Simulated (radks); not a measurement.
**Cu²¹⁺ in [He] 2s2 2p4: an all-electron calculation**

What are the levels of the copper ion Cu21+, how large are its shells, and how does its energy divide?

The numbers are computed with radks (a radial shooting solver on a logarithmic mesh, Libxc functionals) version 1 (Dirac Kohn-Sham, PBE, spin-unpolarised, spherical densities, point nucleus; open shells fill j = l - 1/2 first), except any that are marked as measured or tabulated.

## Step 1: The atom as given

| Property | Result |
| --- | --- |
| element | copper (Z = 29) |
| charge | +21 |
| electrons | 8 |
| configuration | [He] 2s2 2p4 |

In the logs a row gives level, spin channel, occupation and eigenvalue; Etot, Ekin, Encl (electron-nucleus), Eh (Hartree) and Exc are energies, all in hartree; err is the last residual, it the number of iterations.

## Step 2: Self-consistent calculation

Input:

```text
Z 29
configuration [He] 2s2 2p4
relativity Dirac
functional pbe,pbe
spin unpolarised
j_filling energy
nucleus point
c 137.035999084
```

The program printed:

```text
1s1/2   1   2.0000        -364.36991640
2s1/2   1   2.0000         -73.19375054
2p1/2   1   2.0000         -69.29038272
2p3/2   1   2.0000         -68.44743599
Etot -1328.787040304167
Ekin 1357.0706202185445
Encl -2836.8444269325028
Eh 189.1921067261208
Exc -38.20534031632944
err 5.054675953741597e-10
it 13
```

## Step 3: Orbitals and density

Sizes of the orbitals, from the radial functions (bohr):

```csv
level,occupation,energy (eV),<r>,outermost maximum (interpolated),90 % within,nodes
1s1/2,2,-9915.0,0.05202,0.0341,0.0929,0
2s1/2,2,-1991.7,0.2251,0.192,0.346,1
2p1/2,2,-1885.5,0.1933,0.151,0.314,0
2p3/2,2,-1862.5,0.1963,0.154,0.318,0
```

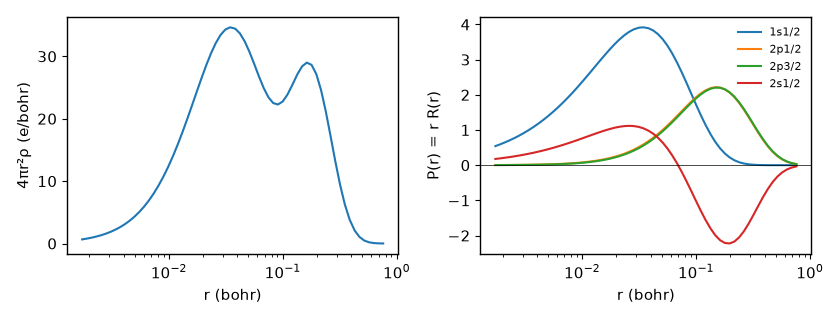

Radial density (left) and radial functions of outer levels (right).

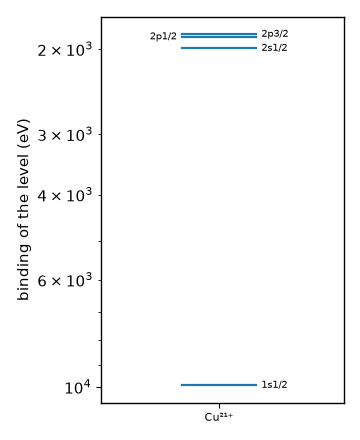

Level scheme on a logarithmic scale; filled levels blue, empty ones red.

Radial Coulomb (F) and exchange (G) integrals, eV:

```csv
integral,shells,value
F0,"2p3/2, 2p3/2",126.21
F2,"2p3/2, 2p3/2",60.187
F0,"2p3/2, 2p1/2",127.18
F2,"2p3/2, 2p1/2",60.472
G0,"2p3/2, 2p1/2",126.12
G2,"2p3/2, 2p1/2",60.078
F0,"2p3/2, 2s1/2",115.82
G1,"2p3/2, 2s1/2",65.852
F0,"2p3/2, 1s1/2",171.48
G1,"2p3/2, 1s1/2",30.653
```

X-ray form factor f at sin θ/λ (1/Å): 0.05: 7.99, 0.15: 7.95, 0.25: 7.86, 0.4: 7.65, 0.6: 7.23, 1: 6.11, 1.5: 4.57.

## Step 4: What came out

```
                        quantity                    value
                    total energy      -1328.78704 hartree
exchange-correlation share of it                   2.88 %
                            −T/E                   1.0213
          highest occupied level        2p3/2, -1862.5 eV
    most extended occupied level  2s1/2, <r> = 0.225 bohr
 radius at density 0.001 e/bohr³               0.753 bohr
    maxima of the radial density                        2
         ionisation energy, NIST      1918 (semi-emp.) eV
```

What this shows: The radial density shows 2 maxima for 2 occupied principal shells. −T/E is 1.021: with relativity the kinetic term as defined here no longer equals −E. Minus the highest eigenvalue, 1862.5 eV, is 97 % of the tabulated ionisation energy (1918 eV). Spin polarisation and multiplet splitting are left out.
